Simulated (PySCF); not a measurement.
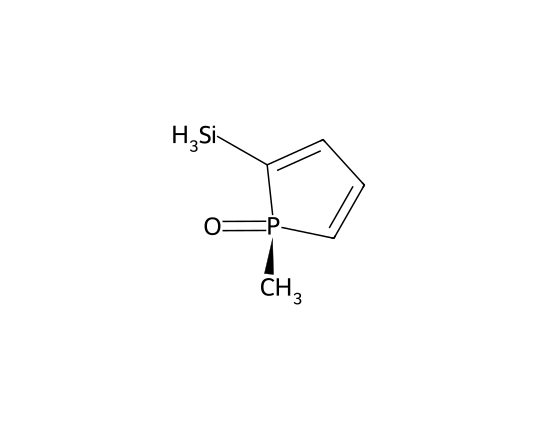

The computed structure is the end point of a GFN2-xTB optimisation. No frequency run is at hand to confirm it as a minimum. Level of theory: PBE0/pcSseg-1, gas phase (PySCF 2.14.0).

Predict the main results.

The species is C₅H₉OPSi (`C[P@]1(=O)C=CC=C1[SiH3]`).
- dipole moment: 4.21 D
- HOMO energy (Kohn–Sham orbital): −7.23 eV
- LUMO energy (Kohn–Sham orbital): −2.26 eV
- HOMO–LUMO gap: 4.97 eV

The geometry is semi-empirical. Around P, Si such bond lengths and angles can be off by a tenth of an ångström or more and by several degrees, and values that hang on the shape move with them.
